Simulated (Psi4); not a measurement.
# GeH4S (Ge(SH)H3) at TPSS/def2-SVPD

Aim: the vertical electron affinity of GeH4S (Ge(SH)H3) at TPSS/def2-SVPD, from 2 runs. 

The calculation is run with Psi4 1.11.

4 further runs of the same task are left out: 3 that didn't finish, 1 set aside as unsound or not needed.

## Step 1: The molecule

GeH4S has 6 atoms, charge 0, and is taken as a singlet. As SMILES, `[H][Ge]([H])([H])[SH]`. Geometry: a GFN2-xTB relaxation, a rough one for these elements and not checked as a minimum.

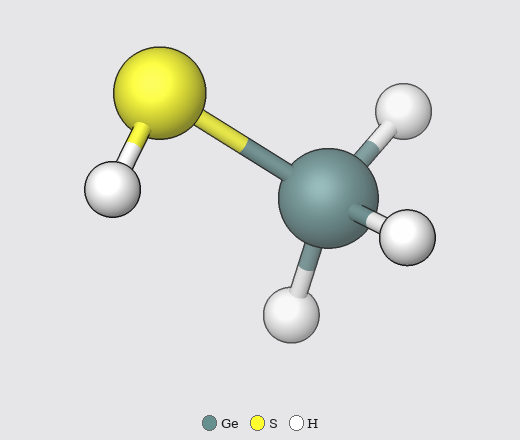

The structure, seen from a chosen angle (germanium teal, sulfur yellow, hydrogen white).

## Step 2: Energy and gradient at TPSS/def2-SVPD

The input, input.dat:

```
memory 1600 MB

molecule system {
  0 1
  Ge     0.201110    -0.010780    -0.503070
  S      0.260440     0.021500     1.690160
  H     -1.059390     0.053950     1.826060
  H      1.614000    -0.023310    -0.982370
  H     -0.508420     1.199120    -1.038330
  H     -0.507750    -1.240490    -0.992450
  symmetry c1
}

set {
  basis def2-SVPD
  reference rks
  puream true
  e_convergence 1e-09
  d_convergence 1e-08
  scf_type pk
  dft_radial_points 99
  dft_spherical_points 590
}

e_tot, wfn = gradient('tpss', return_wfn=True)
oeprop(wfn, 'QUADRUPOLE', 'MAYER_INDICES', 'DIPOLE', title='TPSS')
print_variables()
```

The run is started by

```sh
psi4 -n 1 input.dat output.dat
```

output.dat:

```text
[...]
  Running in c1 symmetry.
[...]
  Nuclear repulsion =  179.626303446246226
[...]
  Multiplicity = 1
[...]
  Nalpha       = 26
  Nbeta        = 26
[...]
    Number of basis functions: 97
[...]
   @RKS iter   1: -2475.66572081525828   -1.44470e+00   2.62125e-02 ADIIS/DIIS
[...]
   @RKS iter  12: -2477.23439647313899   -1.54614e-11   8.47764e-09 DIIS
[...]
    Orbital Energies [Eh]
    ---------------------
    Doubly Occupied:
       1A   -397.694341     2A    -88.351089     3A    -49.296725
       4A    -43.847832     5A    -43.846801     6A    -43.846637
       7A     -7.748000     8A     -6.048188     9A     -5.734493
      10A     -5.731452    11A     -5.724621    12A     -4.240097
      13A     -4.236529    14A     -4.236070    15A     -1.115169
      16A     -1.113639    17A     -1.112985    18A     -1.109946
      19A     -1.109920    20A     -0.686104    21A     -0.519710
      22A     -0.387314    23A     -0.333260    24A     -0.327046
      25A     -0.300728    26A     -0.231660
[...]
  @RKS Final Energy: -2477.23439647313899
   => Energetics <=
    Nuclear Repulsion Energy =            179.6263034462462258
    One-Electron Energy =               -3803.8261398948575334
    Two-Electron Energy =                1253.1749331704872930
    DFT Exchange-Correlation Energy =    -106.2094931950149004
    Empirical Dispersion Energy =           0.0000000000000000
    VV10 Nonlocal Energy =                  0.0000000000000000
    Total Energy =                      -2477.2343964731389860
[...]
  -Total Gradient:
     Atom            X                  Y                   Z
    ------   -----------------  -----------------  -----------------
       1        0.003750766416     0.000461123064     0.005394320987
       2       -0.016671520175    -0.000129052865    -0.014335117478
       3        0.015688081422    -0.000345991111    -0.002400557773
       4       -0.015961418819    -0.000026401158     0.003178485363
       5        0.006523629543    -0.011931649299     0.004160796236
       6        0.006668260951     0.011971591940     0.004004996665
[...]
 Multipole Moments:
 ------------------------------------------------------------------------------------
     Multipole            Electronic (a.u.)      Nuclear  (a.u.)        Total (a.u.)
 ------------------------------------------------------------------------------------
 L = 1.  Multiply by 2.5417464519 to convert [e a0] to [Debye]
 Dipole X            :          0.8701004           -1.1536466           -0.2835461
 Dipole Y            :         -0.0815861            0.0854362            0.0038501
 Dipole Z            :         -4.8275796            4.4447743           -0.3828053
 Magnitude           :                                                    0.4763960
 L = 2.  Multiply by 1.3450342976 to convert [e a0^2] to [Debye ang]
 Quadrupole XX       :        -39.9218070           16.6147096          -23.3070974
 Quadrupole XY       :          0.1013696           -0.1878693           -0.0864998
[...]
```

Wall time 54 s (1 thread of Intel Xeon 6975P-C (Granite Rapids), shared host); peak memory 0.82 GiB.

## Step 3: The doublet anion: a single-point energy at UTPSS/def2-SVPD

The input, calc.dat:

```
memory 1600 MB

molecule m {
  -1 2
  Ge
  S 1 2.19427
  H 2 1.327205 1 94.34825
  H 1 1.492027 2 107.19398 3 178.90179
  H 1 1.501264 4 109.8639 2 120.62804
  H 1 1.501387 4 109.60339 5 119.38501
  symmetry c1
}

set globals {
  basis def2-SVPD
  reference uks
  puream true
  e_convergence 1e-09
  d_convergence 1e-08
  scf_type pk
  dft_radial_points 99
  dft_spherical_points 590
  maxiter 200
}

e_tot, wfn = energy("tpss", return_wfn=True)
oeprop(wfn, "QUADRUPOLE", "MULLIKEN_CHARGES", "LOWDIN_CHARGES")
```

The run is started by

```sh
psi4 calc.dat calc.out -n 1
```

calc.out:

```text
[...]
  Running in c1 symmetry.
[...]
  Nuclear repulsion =  179.626286145810724
[...]
  Multiplicity = 2
[...]
  Nalpha       = 27
  Nbeta        = 26
[...]
    Number of basis functions: 97
[...]
   @UKS iter   1: -2475.33644117842778   -1.11541e+00   2.69651e-02 DIIS/ADIIS
[...]
   @UKS iter  19: -2477.19406420161340   -3.63798e-12   4.14879e-09 DIIS
[...]
   @S^2 Observed:                7.507396573E-01
[...]
  @UKS Final Energy: -2477.19406420161340
   => Energetics <=
    Nuclear Repulsion Energy =            179.6262861458107238
    One-Electron Energy =               -3813.2173713397160100
    Two-Electron Energy =                1262.7579860286027724
    DFT Exchange-Correlation Energy =    -106.3609650363109296
    Empirical Dispersion Energy =           0.0000000000000000
    VV10 Nonlocal Energy =                  0.0000000000000000
    Total Energy =                      -2477.1940642016134007
[...]
 Multipole Moments:
 ------------------------------------------------------------------------------------
     Multipole            Electronic (a.u.)      Nuclear  (a.u.)        Total (a.u.)
 ------------------------------------------------------------------------------------
 L = 1.  Multiply by 2.5417464519 to convert [e a0] to [Debye]
 Dipole X            :         -0.0138018            0.0092870           -0.0045148
 Dipole Y            :          1.1061515           -1.2735494           -0.1673979
 Dipole Z            :         -3.6553841            4.4127324            0.7573483
 Magnitude           :                                                    0.7756409
 L = 2.  Multiply by 1.3450342976 to convert [e a0^2] to [Debye ang]
 Quadrupole XX       :        -44.1357035           10.6298901          -33.5058134
 Quadrupole XY       :         -0.0276163            0.0167342           -0.0108821
[...]
  Mulliken Charges: (a.u.)
   Center  Symbol    Alpha    Beta     Spin     Total
       1    GE    16.40313 15.99874  0.40439 -0.40187
       2     S     8.71532  8.27292  0.44240 -0.98825
       3     H     0.33246  0.40029 -0.06783  0.26725
       4     H     0.50514  0.44757  0.05757  0.04729
       5     H     0.52152  0.44006  0.08146  0.03842
       6     H     0.52243  0.44042  0.08201  0.03715
   Total alpha = 27.00000, Total beta = 26.00000, Total charge = -1.00000
  Lowdin Charges: (a.u.)
   Center  Symbol    Alpha    Beta     Spin     Total
[...]
```

Wall time 86 s (1 thread of Intel Xeon 6975P-C (Granite Rapids), shared host); peak memory 0.83 GiB.

## Step 4: Results

At TPSS/def2-SVPD:

| quantity | value |
| --- | --- |
| singlet GeH4S: total energy | -2477.23440 Eh |
| singlet GeH4S: dipole moment | 1.21 D |
| singlet GeH4S: HOMO energy | -6.30 eV |
| singlet GeH4S: LUMO energy | -0.83 eV |
| singlet GeH4S: HOMO–LUMO gap | 5.47 eV |
| singlet GeH4S: largest force on an atom | 1.131 eV/Å |
| doublet anion: total energy | -2477.19406 Eh |
| doublet anion: HOMO energy (highest over α and β) | 2.86 eV |
| doublet anion: LUMO energy (lowest over α and β) | 3.22 eV |
| doublet anion: ⟨S²⟩ | 0.751 |
| vertical electron affinity (to the doublet anion) | -1.097 eV |

In words: The anion lies 1.10 eV (25 kcal/mol) above the neutral: the electron isn't bound at this level, and such a value depends on the basis. The largest force (singlet GeH4S) is 1.13 eV/Å: the shape isn't a stationary point for this species at this level. Mulliken charges (doublet anion) run from -0.99 on S2 to +0.27 on H3; in a basis this large or diffuse they mean little. The HOMO (doublet anion) lies at positive energy, 2.86 eV, as semi-local functionals often give for anions; only total energies tell whether the electron is bound.
